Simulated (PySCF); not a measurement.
# C4H4Si (SMILES C#C[SiH2]C#C): levels of theory compared

We compute a comparison of 6 runs (HF/STO-3G, HF/def2-SVP, B3LYP/STO-3G, CAM-B3LYP/def2-SVP, PBE0/def2-SVP, PBE/6-311G**) of C4H4Si. The job is set up through a Python script.

Program for the calculation: PySCF 2.14.0.

**1. The molecule**

C4H4Si: 9 atoms, total charge 0, spin state singlet. As SMILES, `C#C[SiH2]C#C`. The shape is that of a PBE0-D4/def2-TZVP optimisation.

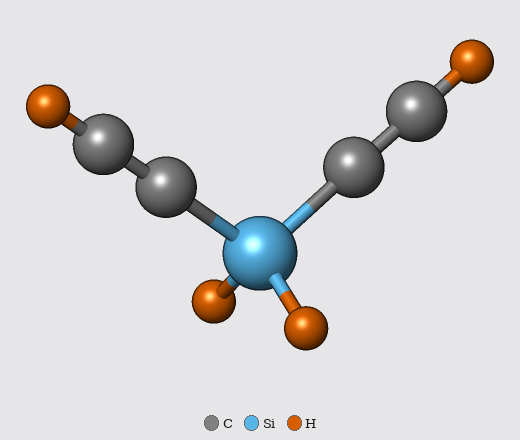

Viewed from a chosen angle; carbon grey, silicon blue, hydrogen orange.

**2. Energy and forces at HF/STO-3G (run 1)**

Contents of input.py:

```python
import pyscf.grad
from pyscf import gto

mol = gto.Mole()
mol.atom = '''
C    1.986100  -0.068000   1.693000
C    1.245000  -0.318200   0.775800
Si   0.139500  -0.713800  -0.616400
C   -1.252900   0.459600  -0.648400
C   -2.180600   1.228700  -0.681700
H    2.639600   0.155600   2.505100
H    0.896100  -0.611400  -1.885800
H   -0.384600  -2.089300  -0.450100
H   -2.999800   1.910300  -0.708600
'''
mol.verbose = 4
mol.basis = 'sto-3g'
mol.max_memory = 1860
mol.spin = 0
mol.build()

mf = mol.RHF()
mf.conv_tol = 1e-10
mf.kernel()
if not mf.converged:
    mf = mf.newton().run(mf.mo_coeff, mf.mo_occ)

energy = mf.e_tot
print('E(%s) = %.9f' % ('HF', energy))
grad = mf.Gradients().kernel()
dip = mf.dip_moment()
pop, q = mf.mulliken_pop()
```

Launch:

```
$ OMP_NUM_THREADS=1 python input.py
```

The program printed:

```text
PySCF version 2.14.0

[... 61 lines left out ...]
converged SCF energy = -437.399472141602
[... 12 lines left out ...]
Dipole moment(X, Y, Z, Debye):  0.04821, -0.26228, -0.22780
[... 43 lines left out ...]
charge of    8H =      0.09915
```

Run time: 1.9 s. Hardware: 1 thread of Intel Xeon at 2.70GHz, shared host; peak memory 0.12 GiB.

**3. Energy and forces at HF/def2-SVP (run 2)**

Contents of calc.py:

```python
# C#C[SiH2]C#C
from pyscf import gto, scf

molecule = gto.M(
    atom=[
    ('C', (1.986100, -0.068000, 1.693000)),
    ('C', (1.245000, -0.318200, 0.775800)),
    ('Si', (0.139500, -0.713800, -0.616400)),
    ('C', (-1.252900, 0.459600, -0.648400)),
    ('C', (-2.180600, 1.228700, -0.681700)),
    ('H', (2.639600, 0.155600, 2.505100)),
    ('H', (0.896100, -0.611400, -1.885800)),
    ('H', (-0.384600, -2.089300, -0.450100)),
    ('H', (-2.999800, 1.910300, -0.708600)),
],
    spin=0,
    basis='def2-svp',
    max_memory=1860,
    charge=0,
    verbose=4,
)

mf = scf.RHF(molecule)
mf.conv_tol = 1e-10
mf.kernel()
if not mf.converged:
    mf = mf.newton().run(mf.mo_coeff, mf.mo_occ)

e_final = mf.e_tot
print('E(%s) = %.9f' % ('HF', e_final))
grad = mf.nuc_grad_method().kernel()
mf.analyze()
```

Launch:

```
$ OMP_NUM_THREADS=1 python calc.py
```

The program printed:

```text
PySCF version 2.14.0

[... 82 lines left out ...]
Two-electron Energy =                  324.870591095753127
[... 13 lines left out ...]
MO #10  energy= -1.02229043480487  occ= 2
[... 11 lines left out ...]
MO #22  energy= 0.126355185481002  occ= 0
[... 11 lines left out ...]
MO #34  energy= 0.43386280997768   occ= 0
[... 11 lines left out ...]
MO #46  energy= 0.793954620644447  occ= 0
[... 11 lines left out ...]
MO #58  energy= 1.1984576383997    occ= 0
[... 11 lines left out ...]
MO #70  energy= 1.80797478910103   occ= 0
[... 11 lines left out ...]
MO #82  energy= 2.24578616944777   occ= 0
[... 11 lines left out ...]
MO #94  energy= 4.0671119605016    occ= 0
[... 106 lines left out ...]
Dipole moment(X, Y, Z, Debye): -0.09766,  0.53427,  0.46294
```

Wall time 8.7 s (1 thread of Intel Xeon at 2.70GHz, shared host); peak memory 0.19 GiB.

Runs 3 to 5 aren't shown in full; the table further down has their settings and results.

**4. Energy and forces at PBE/6-311G(d,p) (run 6)**

Contents of calc.py:

```python
import pyscf.grad
from pyscf import gto, dft

system = gto.M(
    atom='''
C        1.986100      -0.068000       1.693000
C        1.245000      -0.318200       0.775800
Si       0.139500      -0.713800      -0.616400
C       -1.252900       0.459600      -0.648400
C       -2.180600       1.228700      -0.681700
H        2.639600       0.155600       2.505100
H        0.896100      -0.611400      -1.885800
H       -0.384600      -2.089300      -0.450100
H       -2.999800       1.910300      -0.708600
''',
    basis='6-311g**',
    max_memory=1860,
    spin=0,
    verbose=3,
)

myscf = dft.RKS(system)
myscf.xc = 'pbe'
myscf.grids.level = 5
myscf.conv_tol = 1e-10
myscf.kernel()
if not myscf.converged:
    myscf = myscf.newton().run(myscf.mo_coeff, myscf.mo_occ)

e_final = myscf.e_tot
print('E = %.10f Eh' % e_final)
grad = myscf.Gradients().kernel()
dip = myscf.dip_moment()
pop, q = myscf.mulliken_pop()
```

Launch:

```
$ OMP_NUM_THREADS=1 python calc.py
```

The program printed:

```text
converged SCF energy = -443.877475245323
[... 9 lines left out ...]
Dipole moment(X, Y, Z, Debye): -0.08121,  0.44413,  0.38495
[... 132 lines left out ...]
charge of    8H =      0.10921
```

Run time: 56 s. Hardware: 1 thread of Intel Xeon at 2.70GHz, shared host; peak memory 1.3 GiB.

**5. The series**

| run | level | integration grid | energy (Eh) | dipole moment (D) | HOMO energy (eV) | LUMO energy (eV) | wall time |
| --- | --- | --- | --- | --- | --- | --- | --- |
| 1 | HF/STO-3G | – | -437.399472 | 0.35 | -8.82 | 9.47 | 1.9 s |
| 2 | HF/def2-SVP | – | -442.414528 | 0.71 | -10.93 | 3.44 | 8.7 s |
| 3 | B3LYP/STO-3G | 5 | -438.933402 | 0.35 | -5.80 | 3.98 | 14 s |
| 4 | CAM-B3LYP/def2-SVP | 5 | -443.896446 | 0.58 | -9.46 | 0.97 | 48 s |
| 5 | PBE0/def2-SVP | 5 | -443.665348 | 0.60 | -8.17 | -0.27 | 39 s |
| 6 | PBE/6-311G** | 5 | -443.877475 | 0.59 | -6.96 | -1.26 | 56 s |

**6. Outcome**

| quantity | value |
| --- | --- |
| run 6: total energy | -443.87748 Eh |
| run 6: dipole moment | 0.59 D |
| run 6: HOMO energy | -6.96 eV |
| run 6: LUMO energy | -1.26 eV |
| run 6: HOMO–LUMO gap | 5.70 eV |
| run 6: largest force on an atom | 1.125 eV/Å |

The dipole moment (its size) runs from 0.35 D (B3LYP/STO-3G) to 0.71 D (HF/def2-SVP). The two ends differ in method and basis. The two dipoles point in opposite directions. The HOMO–LUMO gap runs from 5.70 eV (PBE/6-311G**) to 18.29 eV (HF/STO-3G). Totals of different functionals can't be ranked against each other. In runs 1, 3 the basis is minimal, so the values are rough. All runs together took 2.8 min, the longest 56 s.
